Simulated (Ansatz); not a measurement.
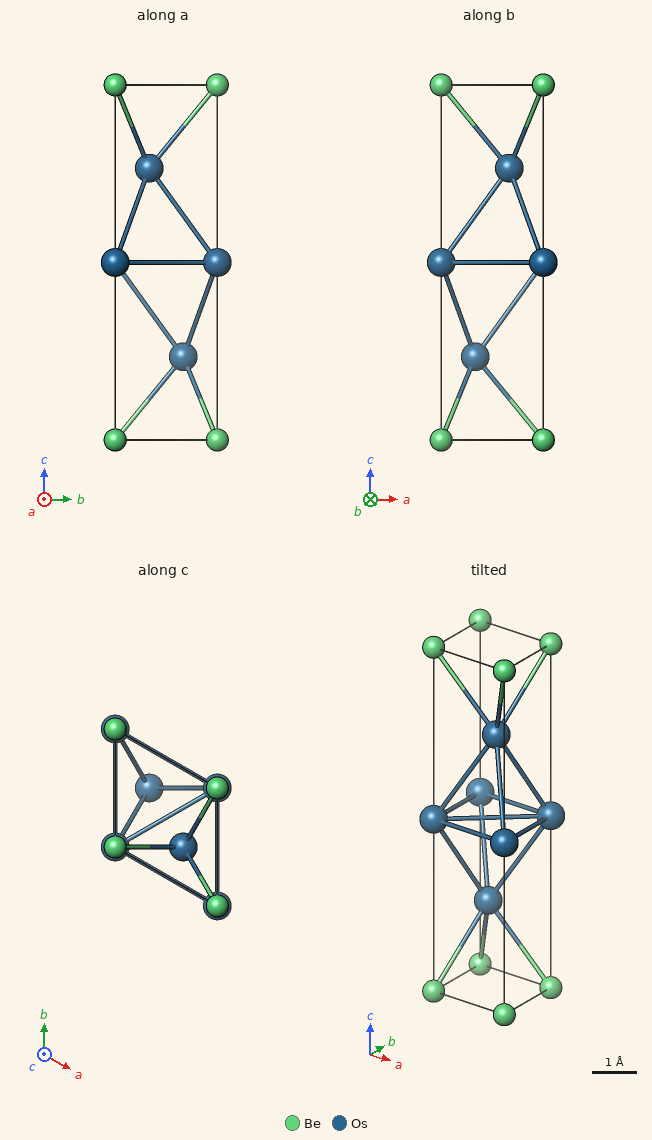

Ball-and-stick representation of a periodic structure, projected along the a axis, along the b axis, along the c axis and slightly off an axis. One conventional unit cell is outlined, and atoms on its boundary appear in each equivalent place.

Lattice parameters: a = 2.7230 Å, b = 2.7230 Å, c = 8.1964 Å, α = 90.000°, β = 90.000°, γ = 120.000°.

Question: From the views, write a CIF in P1 with every atom of the cell, with free fractional coordinates to two decimals.

Answer:
```cif
data_structure
_symmetry_space_group_name_H-M 'P 1'
_symmetry_Int_Tables_number 1
_cell_length_a 2.7230
_cell_length_b 2.7230
_cell_length_c 8.1964
_cell_angle_alpha 90.000
_cell_angle_beta 90.000
_cell_angle_gamma 120.000
_cell_volume 52.63
loop_
_atom_site_label
_atom_site_type_symbol
_atom_site_fract_x
_atom_site_fract_y
_atom_site_fract_z
_atom_site_occupancy
Be1 Be 0.00 0.00 0.00 1
Os1 Os 0.6667 0.3333 0.77 1
Os2 Os 0.3333 0.6667 0.23 1
Os3 Os 0.00 0.00 0.50 1
```

Starting structure: a structure type filled with these elements by a generator (whether the compound takes this form wasn't checked). Earlier steps of the study, as a rule a relaxation of our own, may have changed the cell and positions, so they can lie some per cent off the listed ones. Ansatz was used for an electronic-structure calculation on it.
